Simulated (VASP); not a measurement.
Band structure of AlGa3Sb4 (ordered alloy cell). Method: PBEsol GGA, VASP's PBE PAW potentials (set 64) (plane waves; VASP 6.6.1).

Unless said otherwise, spin-orbit coupling is left out, though it shifts the bands of the heavy elements here.

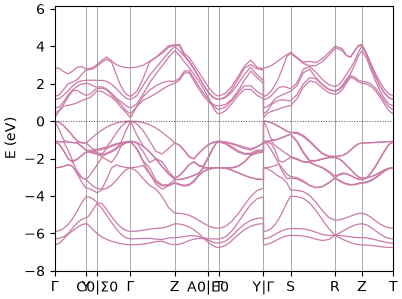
*Bands along high-symmetry lines, zero at the valence-band maximum or, without a gap, the Fermi level*

Read the plot: is there a gap, and where are the band edges?

The gap is direct, 0.18 eV, from the valence maximum at Γ to the conduction minimum at Γ. (Edges off the drawn lines would not show.)

The structure was generated: AlGa3Sb4 was put into an ordered model structure (Amm2), which need not be its known phase. It was relaxed first.
